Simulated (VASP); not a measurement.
Band structure of PbI$_{2}$. Computed with PBEsol GGA, VASP's PBE PAW potentials (set 64) (plane waves; VASP 6.6.1).

The cell holds a wide vacuum, so values per volume refer to the whole cell. Unless said otherwise, spin-orbit coupling is left out, though it shifts the bands of the heavy elements here.

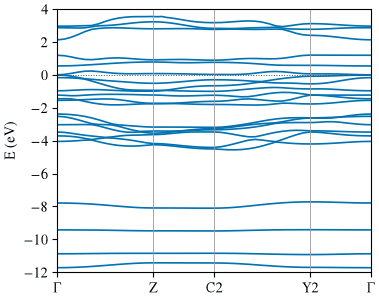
*Bands along high-symmetry lines, zero at the valence-band maximum or, without a gap, the Fermi level*

### Question
Read the plot: is there a gap, and where are the band edges?

### Answer
It has no gap at this level: it comes out as a metal or semimetal.

The cell is a sheet with vacuum, built from a database entry that may be metastable or hypothetical.
